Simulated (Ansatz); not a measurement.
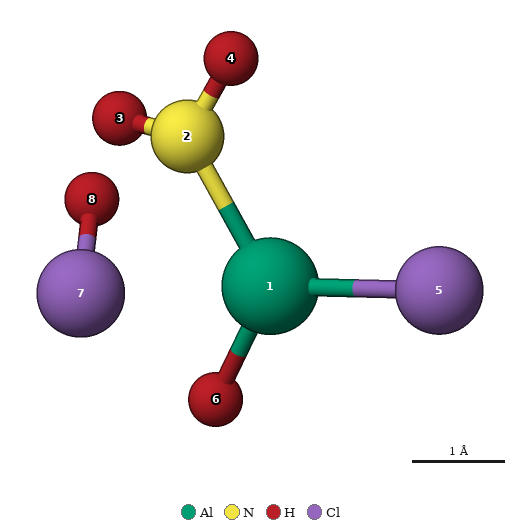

Fig. 1: The starting structure (ball-and-stick view, seen at a tilt; atoms are numbered from 1 in the order of the input). Sticks mark near contacts. Bond lengths as drawn: Al–Cl 2.10 Å, Al–H 1.57 Å, Al–N 1.87 Å, Cl–H 1.34 Å and H–N 1.01 Å.

# Geometry relaxation of AlNH₄Cl₂ (part 1 of 2)

System: AlNH₄Cl₂.
Method: RKS PBE0-D4/6-31G* (Ansatz 0.2.0).

It belongs to a series of runs on one base structure; here: end point A relaxed. Figures and captions count atoms from 1; the log counts them from 0 in places.

Log:
```
The last accepted step is kept in [file] (removed where the run ends without a failure and the disk answers)
Engine: ansatz 0.2.0, aarch64-unknown-linux-gnu
Functional definition: PBE0
  parameter a = 0.25
  parameter kappa = 0.804
  parameter beta = 0.06672455060314922
  exchange = (1 - a)*pbe_x(kappa = kappa, mu = beta*pi^2/3) + a*exact_x
  correlation = pbe_c(beta = beta)
843 factors; integrals over basis functions are off by at most 5.1e-4 eV
mean field evaluation 1: about -33179.9357 eV, gradient 5.3e1 eV
mean field evaluation 2: about -33168.4308 eV, gradient 8.3e1 eV
mean field evaluation 4: about -33185.5523 eV, gradient 3.3e0 eV
mean field evaluation 8: about -33185.5927 eV, gradient 1.4e-1 eV
mean field evaluation 16: about -33185.5928 eV, gradient 1.5e-5 eV
mean field -33185.59279236 eV, -1219.5480411165 hartree, gradient 1.5e-5 eV, S^2 0.000000; 0 other end points of the search recorded, 0 dependent functions left out
the calculation of the forces begins
reference -33185.59282267 eV, -1219.5480422303 hartree; 29, 29 occupied and 51, 51 virtual orbitals, 843 factors
relax step   1: F+E_penalty+E_count = -33185.73671158 eV  Δ(F+E_penalty+E_count) = +0.000e0 eV  max|allowed force component| = 1.534e0 eV/Å  Δτ_max = 0.0000 Å  (26 SCF iters, accepted)
these checks for a lower state are left out or cut short: starts, cluster_reference, orbital_swaps, neighbouring_geometries, increment
843 factors; integrals over basis functions are off by at most 5.0e-4 eV
mean field -33185.72432186 eV, -1219.5528747363 hartree, gradient 2.0e-5 eV, S^2 0.000000; 0 other end points of the search recorded, 0 dependent functions left out
[... from here on the field's lines of each further geometry are left out, up to the last ...]
relax step   2: F+E_penalty+E_count = -33185.87432066 eV  Δ(F+E_penalty+E_count) = -1.376e-1 eV  max|allowed force component| = 5.523e-1 eV/Å  Δτ_max = 0.1943 Å  (27 SCF iters, accepted)
relax step   3: F+E_penalty+E_count = -33185.91846684 eV  Δ(F+E_penalty+E_count) = -4.415e-2 eV  max|allowed force component| = 7.503e-1 eV/Å  Δτ_max = 0.1951 Å  (28 SCF iters, accepted)
relax step   4: F+E_penalty+E_count = -33186.01430347 eV  Δ(F+E_penalty+E_count) = -9.584e-2 eV  max|allowed force component| = 1.104e0 eV/Å  Δτ_max = 0.1951 Å  (27 SCF iters, accepted)
relax step   5: F+E_penalty+E_count = -33186.09268973 eV  Δ(F+E_penalty+E_count) = -7.839e-2 eV  max|allowed force component| = 1.075e0 eV/Å  Δτ_max = 0.0870 Å  (28 SCF iters, accepted)
relax step   6: F+E_penalty+E_count = -33186.44945376 eV  Δ(F+E_penalty+E_count) = -3.568e-1 eV  max|allowed force component| = 2.379e0 eV/Å  Δτ_max = 0.1998 Å  (32 SCF iters, accepted)
relax step   7: F+E_penalty+E_count = -33187.19579967 eV  Δ(F+E_penalty+E_count) = -7.463e-1 eV  max|allowed force component| = 1.809e0 eV/Å  Δτ_max = 0.1959 Å  (26 SCF iters, accepted)
relax step   8: F+E_penalty+E_count = -33187.40173550 eV  Δ(F+E_penalty+E_count) = -2.059e-1 eV  max|allowed force component| = 7.016e0 eV/Å  Δτ_max = 0.1951 Å  (26 SCF iters, accepted)
relax step   9: F+E_penalty+E_count = -33187.85835223 eV  Δ(F+E_penalty+E_count) = -4.566e-1 eV  max|allowed force component| = 2.953e0 eV/Å  Δτ_max = 0.2000 Å  (26 SCF iters, accepted)
relax step  10: F+E_penalty+E_count = -33188.02477221 eV  Δ(F+E_penalty+E_count) = -1.664e-1 eV  max|allowed force component| = 9.564e-1 eV/Å  Δτ_max = 0.1902 Å  (26 SCF iters, accepted)
relax step  11: F+E_penalty+E_count = -33188.12012511 eV  Δ(F+E_penalty+E_count) = -9.535e-2 eV  max|allowed force component| = 3.172e-1 eV/Å  Δτ_max = 0.2000 Å  (26 SCF iters, accepted)
relax step  12: F+E_penalty+E_count = -33188.11701858 eV  Δ(F+E_penalty+E_count) = +3.107e-3 eV  max|allowed force component| = 4.200e-1 eV/Å  Δτ_max = 0.0847 Å  (26 SCF iters, rejected (line search))
relax step  13: F+E_penalty+E_count = -33188.13009607 eV  Δ(F+E_penalty+E_count) = -9.971e-3 eV  max|allowed force component| = 4.193e-1 eV/Å  Δτ_max = 0.0408 Å  (27 SCF iters, accepted)
relax step  14: F+E_penalty+E_count = -33188.14084931 eV  Δ(F+E_penalty+E_count) = -1.075e-2 eV  max|allowed force component| = 3.680e-2 eV/Å  Δτ_max = 0.0991 Å  (27 SCF iters, accepted)
relax step  15: F+E_penalty+E_count = -33188.14198925 eV  Δ(F+E_penalty+E_count) = -1.140e-3 eV  max|allowed force component| = 1.346e-2 eV/Å  Δτ_max = 0.0623 Å  (26 SCF iters, accepted)
relax step  16: F+E_penalty+E_count = -33188.10859965 eV  Δ(F+E_penalty+E_count) = +3.339e-2 eV  max|allowed force component| = 9.759e-1 eV/Å  Δτ_max = 0.1989 Å  (25 SCF iters, rejected (line search))
relax step  17: F+E_penalty+E_count = -33188.14227048 eV  Δ(F+E_penalty+E_count) = -2.812e-4 eV  max|allowed force component| = 1.950e-2 eV/Å  Δτ_max = 0.0166 Å  (28 SCF iters, accepted)
relax step  18: F+E_penalty+E_count = -33188.14185836 eV  Δ(F+E_penalty+E_count) = +4.121e-4 eV  max|allowed force component| = 1.959e-1 eV/Å  Δτ_max = 0.0820 Å  (26 SCF iters, rejected (line search))
relax step  19: F+E_penalty+E_count = -33188.14285306 eV  Δ(F+E_penalty+E_count) = -5.826e-4 eV  max|allowed force component| = 4.616e-2 eV/Å  Δτ_max = 0.0403 Å  (26 SCF iters, accepted)
relax step  20: F+E_penalty+E_count = -33188.14333134 eV  Δ(F+E_penalty+E_count) = -4.783e-4 eV  max|allowed force component| = 9.845e-2 eV/Å  Δτ_max = 0.0493 Å  (27 SCF iters, accepted)
relax step  21: F+E_penalty+E_count = -33188.14369342 eV  Δ(F+E_penalty+E_count) = -3.621e-4 eV  max|allowed force component| = 1.109e-1 eV/Å  Δτ_max = 0.0370 Å  (27 SCF iters, accepted)
relax step  22: F+E_penalty+E_count = -33188.14420081 eV  Δ(F+E_penalty+E_count) = -5.074e-4 eV  max|allowed force component| = 1.548e-1 eV/Å  Δτ_max = 0.0514 Å  (27 SCF iters, accepted)
relax step  23: F+E_penalty+E_count = -33188.14504637 eV  Δ(F+E_penalty+E_count) = -8.456e-4 eV  max|allowed force component| = 1.078e-1 eV/Å  Δτ_max = 0.0215 Å  (27 SCF iters, accepted)
relax step  24: F+E_penalty+E_count = -33188.14616200 eV  Δ(F+E_penalty+E_count) = -1.116e-3 eV  max|allowed force component| = 3.646e-2 eV/Å  Δτ_max = 0.0467 Å  (27 SCF iters, accepted)
relax step  25: F+E_penalty+E_count = -33188.14672823 eV  Δ(F+E_penalty+E_count) = -5.662e-4 eV  max|allowed force component| = 1.025e-1 eV/Å  Δτ_max = 0.0825 Å  (26 SCF iters, accepted)
relax step  26: F+E_penalty+E_count = -33188.14708423 eV  Δ(F+E_penalty+E_count) = -3.560e-4 eV  max|allowed force component| = 3.508e-2 eV/Å  Δτ_max = 0.0036 Å  (22 SCF iters, accepted)
relax step  27: F+E_penalty+E_count = -33188.14733757 eV  Δ(F+E_penalty+E_count) = -2.533e-4 eV  max|allowed force component| = 2.423e-3 eV/Å  Δτ_max = 0.0217 Å  (28 SCF iters, accepted)
relax step  28: F+E_penalty+E_count = -33188.14735544 eV  Δ(F+E_penalty+E_count) = -1.787e-5 eV  max|allowed force component| = 1.047e-1 eV/Å  Δτ_max = 0.0633 Å  (25 SCF iters, accepted)
relax step  29: F+E_penalty+E_count = -33188.14762929 eV  Δ(F+E_penalty+E_count) = -2.738e-4 eV  max|allowed force component| = 3.530e-2 eV/Å  Δτ_max = 0.0067 Å  (22 SCF iters, accepted)
the calculation of the forces begins
reference -33187.98651135 eV, -1219.6360086668 hartree; 29, 29 occupied and 51, 51 virtual orbitals, 843 factors
relax step  30: F+E_penalty+E_count = -33188.14771316 eV  Δ(F+E_penalty+E_count) = -8.387e-5 eV  max|allowed force component| = 1.178e-3 eV/Å  Δτ_max = 0.0086 Å  (20 SCF iters, accepted)
843 factors; integrals over basis functions are off by at most 7.3e-4 eV
mean field evaluation 224: about -33187.9709 eV, gradient 2.0e-1 eV
```

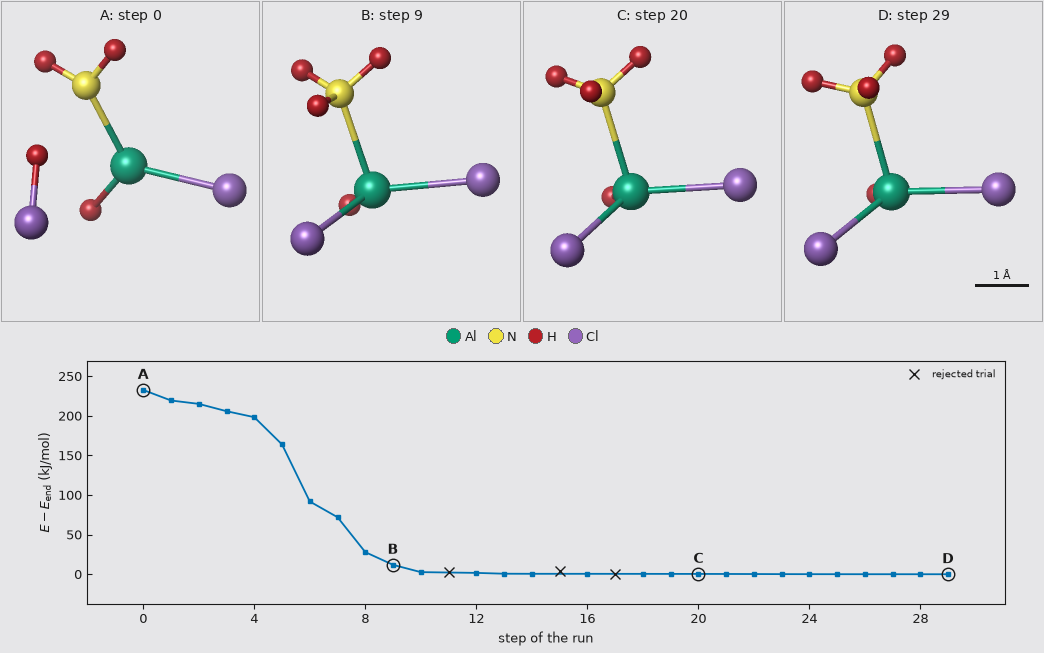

Fig. 2: Frames of the relaxation (ball-and-stick view, seen at a tilt) above the curves, on which the letters mark them (the first geometry is step 0 here and step 1 in the log).

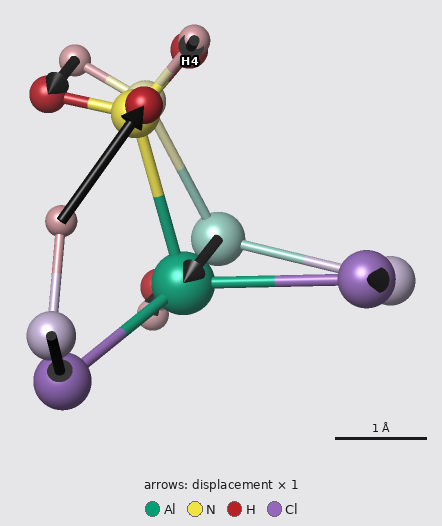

Fig. 3: Start (faint) and end (solid) with the displacements as black arrows, at true length (ball-and-stick view, seen at a tilt). The two geometries are laid on each other by the best rigid fit. The atom that moves furthest after the best rigid fit is H8 (1.60 Å). By element the largest moves are H 1.60 Å, Cl 1.07 Å, Al 0.79 Å, N 0.37 Å. Among the contacts that change: Cl7–H8 1.338 → 3.204 Å, Al1–Cl7 3.428 → 2.136 Å, N2–H8 2.250 → 1.020 Å, Al1–N2 1.870 → 2.035 Å. New bonds form: Al1–Cl7 (3.43 → 2.14 Å), N2–H8 (2.25 → 1.02 Å). Bonds break: Cl7–H8 (1.34 → 3.20 Å). Among the angles that change: N2–Al1–Cl5 116.3° → 98.2°, N2–Al1–H6 120.5° → 104.7°, Al1–N2–H3 121.4° → 112.0°. Over 29 geometry steps the energy falls by 232.6 kJ/mol. Largest force component: 1.5 eV/Å at the start, 0.0012 eV/Å at the end. The line search rejected the trial steps at points 11, 15, 17 (counted from 0) and went back. (Atoms are counted from 1 in the order of the input.)

```
mean field -33187.98648109 eV, -1219.6360075549 hartree, gradient 1.7e-5 eV, S^2 0.000000; 1 other end points of the search recorded, 0 dependent functions left out
the calculation of the forces begins
reference -33187.98651135 eV, -1219.6360086668 hartree; 29, 29 occupied and 51, 51 virtual orbitals, 843 factors
Total energy: -33188.14774341 eV, -1219.6419338359 hartree
Atom 0 at     0.072998    -0.602494     0.081443 Å, force     0.000408    -0.000295    -0.001178 eV/Å
Atom 1 at     0.126669    -0.203917     2.075886 Å, force    -0.000768     0.000235     0.000412 eV/Å
Atom 2 at    -0.725192    -0.504049     2.548872 Å, force     0.000240    -0.000694     0.000434 eV/Å
Atom 3 at     0.260799     0.789752     2.260730 Å, force    -0.000858     0.000055     0.000244 eV/Å
Atom 4 at     1.980095     0.205215    -0.442113 Å, force     0.000091    -0.000508    -0.000124 eV/Å
Atom 5 at    -1.213755     0.153937    -0.444757 Å, force     0.000276     0.000620     0.000185 eV/Å
Atom 6 at    -0.010487    -2.733942     0.197718 Å, force    -0.000191     0.000190     0.000384 eV/Å
Atom 7 at     0.907272    -0.704403     2.501220 Å, force     0.000802     0.000398    -0.000357 eV/Å
Dipole moment:    -0.299294     0.476139     1.255581 e Å
```

Trajectory as extended XYZ (Å, eV, eV/Å), 30 frames, from step=1 to step=30:
```
8
Properties=species:S:1:pos:R:3:forces:R:3 step=1 energy=-33185.73671
Al   -0.0071    0.1751    0.1551   -0.0376  -0.1103   1.5341
N     0.0349    0.1397    2.0246    0.0722  -0.2811  -1.5196
H    -0.8092    0.2432    2.5740    0.0048   0.0118  -0.0123
H     0.8361    0.4974    2.5290   -0.0025   0.0063   0.0406
Cl    1.8186    0.5388   -0.8082    0.0394   0.0176  -0.0071
H    -1.3624   -0.0165   -0.6163   -0.0142  -0.0032  -0.0376
Cl    0.5028   -3.0993    1.0318   -0.0964   0.7702   0.5887
H     0.3847   -2.0784    1.8890    0.0343  -0.4114  -0.5869
8
Properties=species:S:1:pos:R:3:forces:R:3 step=2 energy=-33185.87432
Al   -0.0049    0.1216    0.1859   -0.0008  -0.1385   0.4343
N     0.0531    0.0459    2.0121    0.0401  -0.1162  -0.5523
H    -0.7928    0.1824    2.5532   -0.0095  -0.0284   0.0215
H     0.8449    0.4371    2.5092    0.0154  -0.0337   0.0346
Cl    1.8163    0.5163   -0.7806    0.0065   0.0268   0.0192
H    -1.3577   -0.0421   -0.6014    0.0006   0.0113   0.0122
Cl    0.4846   -2.9663    1.0677   -0.0223   0.0962   0.0048
H     0.3550   -1.8948    1.8329   -0.0301   0.1825   0.0257
8
Properties=species:S:1:pos:R:3:forces:R:3 step=3 energy=-33185.91847
Al    0.0038    0.0473    0.1864    0.0199  -0.2827  -0.3152
N     0.0690   -0.0360    1.9910   -0.0062   0.1430   0.5073
H    -0.7774    0.1045    2.5349    0.0476   0.0361  -0.0104
H     0.8603    0.3565    2.4917   -0.0402   0.0308  -0.0043
Cl    1.8191    0.5088   -0.7659   -0.0054   0.0393   0.0164
H    -1.3577   -0.0685   -0.5960    0.0104   0.0292   0.0209
Cl    0.4489   -2.7746    1.0622    0.0770  -0.7460  -0.6011
H     0.3325   -1.7380    1.8748   -0.1030   0.7503   0.3864
8
Properties=species:S:1:pos:R:3:forces:R:3 step=4 energy=-33186.01430
Al    0.0314   -0.1211    0.2191   -0.0258  -0.1614  -0.7074
N     0.0785   -0.0388    2.0291    0.0114  -0.0411   0.7297
H    -0.7719    0.1387    2.5571    0.0713   0.0112  -0.0275
H     0.8678    0.3840    2.5094   -0.0579   0.0081  -0.0370
Cl    1.8218    0.4814   -0.7158    0.0150  -0.0099   0.0041
H    -1.3412   -0.1652   -0.5542    0.0134  -0.0003   0.0230
Cl    0.4038   -2.6407    0.9277    0.0951  -0.9107  -1.0716
H     0.3083   -1.6382    1.8066   -0.1226   1.1041   1.0867
8
Properties=species:S:1:pos:R:3:forces:R:3 step=5 energy=-33186.09269
Al    0.0283   -0.1436    0.2125    0.0655  -0.3101  -0.4482
N     0.0781   -0.0522    2.0448   -0.0267  -0.2477   0.4557
H    -0.7689    0.1443    2.5668   -0.0441   0.0517   0.0244
H     0.8641    0.3843    2.5142    0.0407   0.0308   0.0017
Cl    1.8283    0.4464   -0.7152    0.0047   0.0609  -0.0059
H    -1.3480   -0.1760   -0.5524   -0.0086   0.0515   0.0167
Cl    0.4264   -2.5803    0.8692    0.0493  -0.7116  -0.8485
H     0.2901   -1.6228    1.8392   -0.0809   1.0745   0.8043
8
Properties=species:S:1:pos:R:3:forces:R:3 step=6 energy=-33186.44945
Al    0.0448   -0.2985    0.1923    0.0585   0.3606  -0.8908
N     0.0834   -0.1422    2.0840   -0.1054  -0.5092   0.6249
H    -0.7679    0.1425    2.5762    0.1553  -0.2228  -0.1347
H     0.8635    0.3555    2.5180   -0.0203  -0.2628  -0.1053
Cl    1.8353    0.4145   -0.7136   -0.1439   0.1313   0.0933
H    -1.3538   -0.1811   -0.5396    0.0504   0.1264   0.0917
Cl    0.4366   -2.4212    0.7487    0.2232  -2.0027  -1.0414
H     0.2564   -1.4694    1.9129   -0.2179   2.3792   1.3623
8
Properties=species:S:1:pos:R:3:forces:R:3 step=7 energy=-33187.19580
Al    0.0601   -0.3648    0.1519   -0.0339   0.0249  -0.9972
N     0.0870   -0.1908    2.0874    0.0363   0.0411   0.2122
H    -0.7565    0.1037    2.5675   -0.2541  -0.2683   0.0472
H     0.8628    0.3087    2.5125    0.2723  -0.2077  -0.0127
Cl    1.8260    0.4373   -0.7076   -0.0499   0.1801   0.0855
H    -1.3532   -0.1547   -0.5317    0.0638   0.1354   0.1200
Cl    0.4358   -2.4515    0.7154    0.1900  -1.7147  -1.2034
H     0.2363   -1.2878    1.9836   -0.2246   1.8093   1.7486
8
Properties=species:S:1:pos:R:3:forces:R:3 step=8 energy=-33187.40173
Al    0.0721   -0.4263    0.0993   -0.0338  -0.3688  -0.4834
N     0.0897   -0.2159    2.0923   -0.9782   7.0156   0.3057
H    -0.7700    0.0883    2.5728    0.4091  -0.3832  -0.3278
H     0.8790    0.2910    2.5127   -0.2282  -0.3498  -0.2578
Cl    1.8240    0.4561   -0.6996   -0.0114   0.1826   0.0672
H    -1.3555   -0.1369   -0.5236    0.0814   0.1130   0.0988
Cl    0.4422   -2.5226    0.6236    0.0295  -0.6635  -0.8250
H     0.2167   -1.1336    2.1015    0.7317  -5.5460   1.4223
8
Properties=species:S:1:pos:R:3:forces:R:3 step=9 energy=-33187.85835
Al    0.0652   -0.5256    0.0732   -0.3487   0.3427  -0.1568
N     0.0996   -0.2149    2.0619   -0.3618   2.9533  -0.1526
H    -0.7708    0.0287    2.5370    0.0607  -0.2377  -0.1236
H     0.8231    0.4380    2.3892   -0.1855  -0.3609  -0.1603
Cl    1.8238    0.4733   -0.5642    0.1011   0.0713  -0.0693
H    -1.3470   -0.0632   -0.4908    0.1307  -0.0615  -0.0124
Cl    0.3464   -2.5933    0.5418    0.0522  -0.8276  -0.5239
H     0.3582   -1.1429    2.2309    0.5513  -1.8795   1.1989
8
Properties=species:S:1:pos:R:3:forces:R:3 step=10 energy=-33188.02477
Al    0.0511   -0.5430    0.0799    0.0335  -0.6086  -0.1224
N     0.1080   -0.1945    2.0564    0.7889  -0.4829   0.5424
H    -0.7762    0.0017    2.5205   -0.0692  -0.0630   0.0035
H     0.7870    0.5285    2.3325   -0.2770  -0.2776  -0.1471
Cl    1.8284    0.4986   -0.5222   -0.1505  -0.1570   0.0428
H    -1.3364   -0.0379   -0.5131    0.1387  -0.0841   0.0649
Cl    0.2709   -2.7308    0.4386   -0.0556   0.7167  -0.3361
H     0.4657   -1.1225    2.3864   -0.4088   0.9564  -0.0481
```
